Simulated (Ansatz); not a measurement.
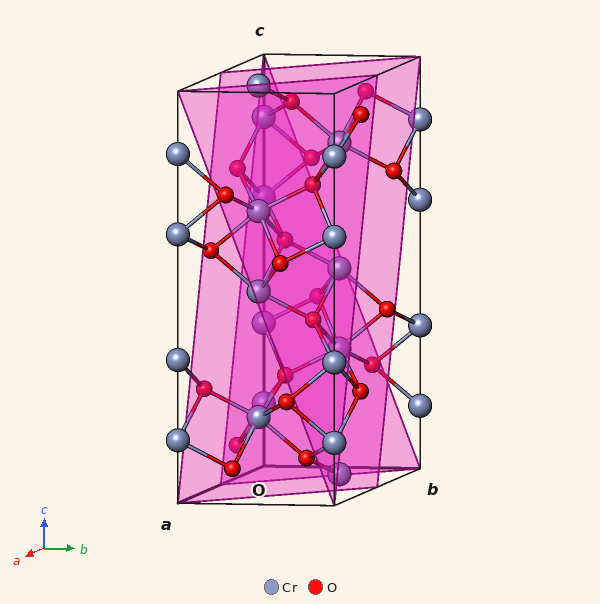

For Cr2O3, the input geometry of an electronic-structure calculation (not necessarily at equilibrium): every member of one family of equally spaced planes, hx + ky + lz = a whole number, that cuts the unit cell is shaded (one member passes through the origin O, touching the cell only at an edge or corner). Geometry calculated from the standardised cell; symmetry tolerance 0.002 Å.

a = 4.957 Å, b = 4.957 Å, c = 13.592 Å, α = 90.00°, β = 90.00°, γ = 120.00°.

> What are the Miller indices?

(2 1 1), in four indices (2 1 −3 1); the opposite sign names the same planes. The member next to the origin meets the axes a at 1/2, b at 1, c at 1.

> What is the spacing?

d = 1.611 Å.

> Which atoms of the cell lie in these planes (within 0.03 Å)?

No atom.

> The space group is R-3c (No. 167, hexagonal axes). How many reflections hkl are equivalent to this one (itself included), and does it occur?

12 reflections are equivalent in the Laue class -3m. The space group allows the reflection.
